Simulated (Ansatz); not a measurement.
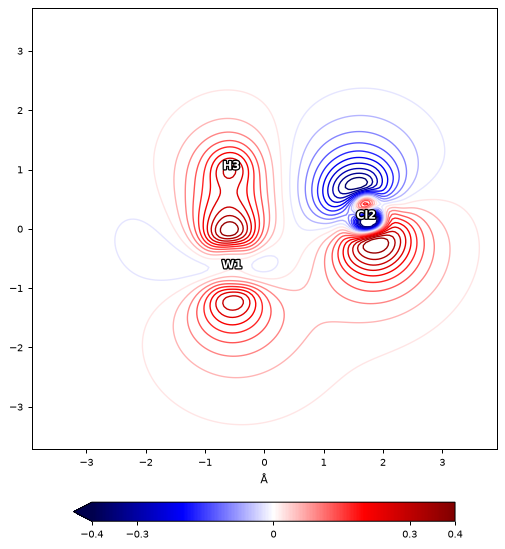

The picture shows: ClH$_{5}$W. The HOMO−1 on the plane of atoms Cl2, W1 and H3 (values in Å⁻³ᐟ²; the overall sign is arbitrary).

Core potentials replace the inner electrons of W.

The calculation used RKS revPBE/def2-SVP in Ansatz 0.2.0.

```xyz
7

W    -0.0804    0.2007   -0.0503
Cl    0.2409   -0.9290    2.0597
H     1.4791    0.4400    0.4945
H     0.5161    1.7776   -0.3868
H    -1.4893    0.2562    0.8983
H     0.9101   -1.1269   -0.2576
H    -0.3553   -0.6186   -1.5366
```

Question: What is the character of this orbital?

Answer: By Hirshfeld shares it lies mainly on Cl2 (about 60 %) and W1 (about 25 %). Its energy is −6.89 eV.
